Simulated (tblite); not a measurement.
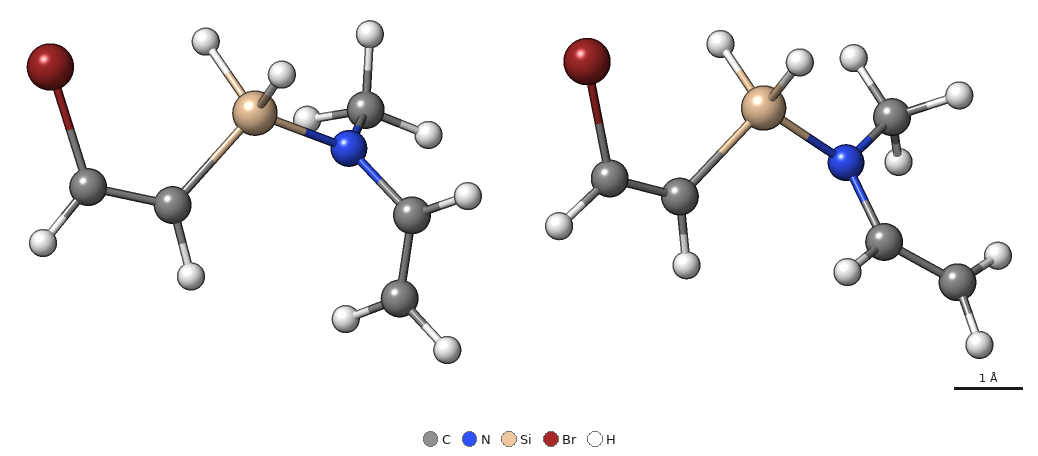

Two geometries of C$_{5}$H$_{10}$BrNSi, drawn at one scale. One is the start of a relaxation, the other its converged end. Style: ball-and-stick. Shown at a tilt.

Method: GFN2-xTB geometry optimisation, gas phase (tblite). 

Q: Which one is relaxed?

A: The right one is the relaxed one. After 162 geometry steps the energy has fallen by 19.9 kcal/mol. The largest move after the best rigid fit is that of an H atom, 2.36 Å. By element the largest moves are H 2.36 Å, Br 0.86 Å, C 0.82 Å, N 0.43 Å, Si 0.29 Å. Some distances before and after: Br–Si 3.245 → 3.344 Å, C–H 1.141 → 1.086 Å, C–N 1.431 → 1.381 Å, N–Si 1.772 → 1.730 Å. Among the angles between lasting bonds that change: Br–C–H 121.5° → 112.0°, C–C–N 118.0° → 127.4°, C–C–H 117.7° → 125.8°. Groups turn about C–N by about 90°, C–N by about 70°, N–Si by about 25°. Cost: 2.5 s on 1 thread of Arm Neoverse N1, with other jobs on the host.
